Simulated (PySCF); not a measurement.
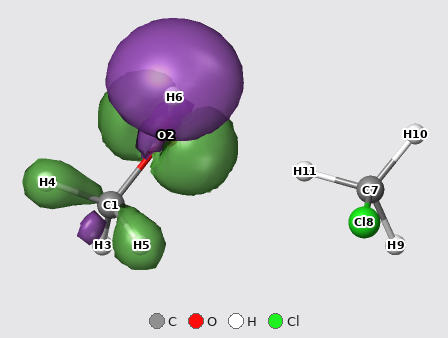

Figure 1: C₂H₇ClO, SMILES `CO.CCl`. Unrelaxed difference density of S₃ less the ground state (CIS singlet states), ±0.05 e/Å³; purple: gain, green: loss.

PySCF calculation, HF/def2-SVP, gas phase; geometry: an unrelaxed start of a pair search. Without diffuse functions Rydberg states are missing, so the states' numbers hold for this basis only.

Coordinates in Å:

```
C1       2.4065    0.4459   -0.3620
O2       1.8216   -0.5479    0.4455
H3       2.6183   -0.0179   -1.3232
H4       3.3428    0.8144    0.0689
H5       1.7257    1.2896   -0.5148
H6       1.6467   -0.1702    1.3126
C7      -1.2733   -1.0914   -0.2571
Cl8     -1.5917    0.6226    0.0925
H9      -1.6515   -1.3061   -1.2537
H10     -1.7969   -1.6865    0.4868
H11     -0.1971   -1.2513   -0.1996
```

### How does the charge move on excitation?

0.80 e is displaced in all, of which about 0.5 e passes between atoms: O2 (0.46 e) loses electrons and H6 (0.45 e) gains them. The state: 9.23 eV (134 nm), f = 0.000 (very weak); the leading pair carries 98 %; hole on O2 (70 %), C1 (12 %) and H4 and H5 (6 % each), electron on H6 (48 %), O2 (24 %) and C1 (12 %); their centroids lie 1.0 Å apart.

Cost of the run: 44 s on 1 thread of Arm Neoverse V1, with other jobs on the host, peak memory 0.36 GiB.
